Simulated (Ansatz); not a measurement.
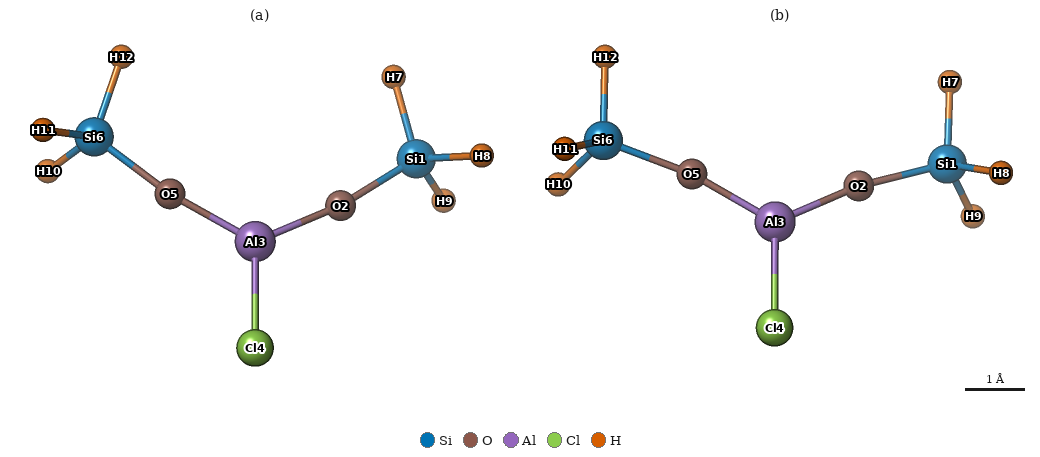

The structure of AlSi$_{2}$H$_{6}$O$_{2}$Cl before (left) and after (right) a relaxation, at one scale.

Style: ball-and-stick. Shown at a tilt.

The start comes from PBE-D4/def2-SVP.

The calculation used RKS PBE0-D4/def2-TZVP (Ansatz 0.2.0). Set-up: force threshold 0.005 eV/Å; at most 150 steps.

### What changed between the two?

The energy falls by 9.76 kJ/mol in 27 accepted moves (31 points after the start). Largest force component: 0.7 eV/Å at the start, 0.0048 eV/Å at the end. The line search rejected the trial steps at points 6, 12, 14, 16 of the run. The forces were under the threshold at step 10, but the run went on from there. The largest moves after the best rigid fit, 0.63 Å, are those of H7 and H12. By element the largest moves are H 0.63 Å, Cl 0.41 Å, O 0.40 Å, Al 0.39 Å, Si 0.21 Å. Some distances before and after: O5–Si6 1.664 → 1.627 Å, Al3–O5 1.692 → 1.663 Å, Si1–H7 1.506 → 1.486 Å, Si1–H8 1.504 → 1.486 Å.
